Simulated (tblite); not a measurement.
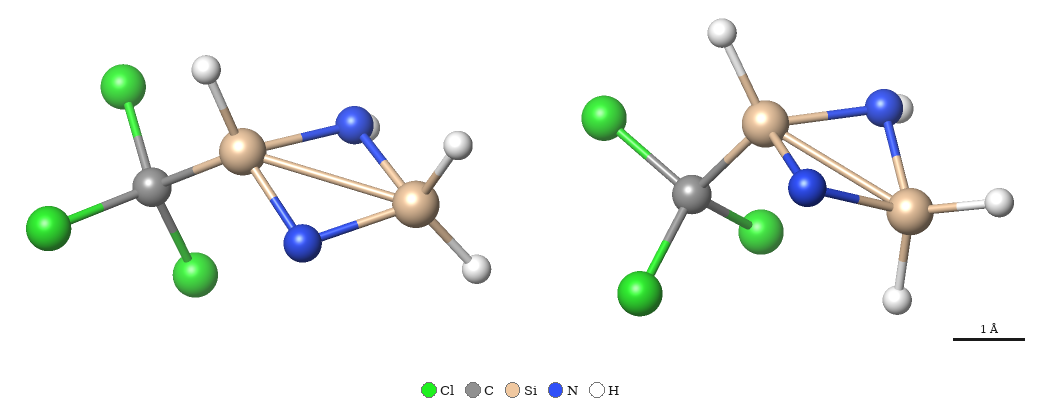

Two geometries of CH4Cl3N2Si2 (multiplicity 2), drawn at one scale. One is the start of a relaxation, the other its converged end. The picture is a ball-and-stick view, seen at a tilt.

Computed with GFN2-xTB geometry optimisation, gas phase (tblite). 

Question: Which of the two is the end point?

Answer: The left one is the relaxed one. An H atom moves most after the best rigid fit: 1.49 Å. Largest moves by element: H 1.49 Å, Cl 1.38 Å, N 1.04 Å, Si 0.42 Å, C 0.31 Å. Among the contacts that change: Si–Si 2.459 → 2.615 Å, N–Si 1.801 → 1.704 Å, C–Si 1.856 → 1.925 Å, N–Si 1.790 → 1.731 Å. Among the angles between lasting bonds that change: Si–Si–H 141.2° → 109.6°, Si–Si–H 104.1° → 132.3°, C–Si–Si 108.4° → 131.9°. Groups turn about C–Si by about 50°. After 106 geometry steps the energy has fallen by 0.792 eV. Cost: 1.3 s on 1 thread of Arm Neoverse V1, with other jobs on the host.
